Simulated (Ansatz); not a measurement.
**GaCl+ (doublet): from Hartree-Fock to the top rungs, cc-pVDZ**

How much of the correlation energy of GaCl+ (doublet) does each wave-function method recover here?

The runs use Ansatz 0.2.0, Gaussian basis; cc-pVDZ, core rule «outside noble gas», up to 19 orbitals frozen.

To be run: UHF; CCSD(T) on ROHF; CCSD(T) on UHF; BCCD(T) on ROHF; CISD as a restricted active space (open shells left free, so some higher excitations enter); CCSDT(Q) on ROHF; CCSDT(Q) on UHF.

8 further runs of the same task are left out: 5 for a known fault of the program, 1 that didn't finish, 2 set aside as unsound or not needed. Runs told in other sessions of the task aren't counted.

## Step 1: The system

The geometry is a PBE0/def2-TZVP stationary point (not a proven minimum). No spin-orbit coupling is included. The filled d shell of Ga may be among the frozen orbitals whatever the setting's name suggests.

2 atoms, charge 1, spin multiplicity 2.

Atoms are counted from 1 here; the program's logs count them from 0.

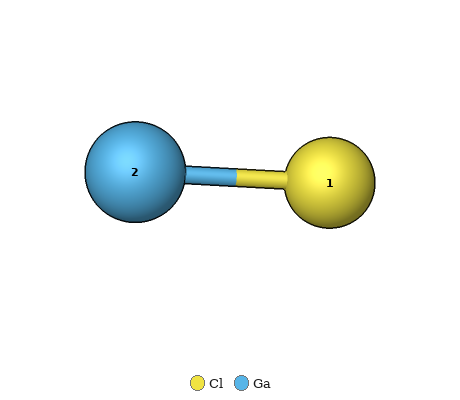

The geometry (chlorine yellow, gallium blue); atoms are numbered from 1 in the order of the file.

## Step 2: UHF

in.yaml reads:

```yaml
crystal:
  periodic: [false, false, false]
  atoms:
    - {symbol: Cl, position_ang: [0.000000, 0.000000, 0.000000]}
    - {symbol: Ga, position_ang: [0.000000, 0.000000, 2.088600]}
basis:
  gaussian: {orbitals: cc-pVDZ}
total_charge: 1
magnetization: {spin_polarized: true, initial_magnetization: 1}
hamiltonian: {xc: hf}
output: {orbitals: {seedname: orbitals}}
```

Started as:

```console
> ansatz run in.yaml --threads 1 --pin off --events-out ev --progress --plain --max-ram 2393MiB
```

After this run come: CCSD(T) on ROHF; CCSD(T) on UHF; BCCD(T) on ROHF; CISD as a restricted active space (open shells left free, so some higher excitations enter); CCSDT(Q) on ROHF; CCSDT(Q) on UHF.

Q: Predict the results of all the runs planned. Wanted: UCCSDT(Q) from the RHF energy; RMP2 from UCCSDT(Q); UMP2 from UCCSDT(Q); RCCSD from UCCSDT(Q); RCCSD(T) from UCCSDT(Q); UCCSD(T) from UCCSDT(Q); RCCSDT(Q) from UCCSDT(Q); T1 diagnostic.

The runs gave:

| quantity | value |
| --- | --- |
| UCCSDT(Q) from the ROHF energy | -4.9813 eV |
| RMP2 from UCCSDT(Q) | +14.48 kcal/mol |
| UMP2 from UCCSDT(Q) | +14.23 kcal/mol |
| RCCSD from UCCSDT(Q) | +4.18 kcal/mol |
| RCCSD(T) from UCCSDT(Q) | +0.90 kcal/mol |
| UCCSD(T) from UCCSDT(Q) | +0.73 kcal/mol |
| RCCSDT(Q) from UCCSDT(Q) | +0.24 kcal/mol |
| levels within 1 kcal/mol (43 meV) | RCCSD(T), UCCSD(T), BCCD(T), RCCSDT, UCCSDT, RCCSDT(Q) |
| T1 diagnostic | 0.029 |

In words: RCCSD(T) misses by +0.90 kcal/mol, 0.8 % of the correlation energy. These misses are within one basis, not against nature; the frozen cores of restricted and unrestricted runs differ, which can shift their rows.
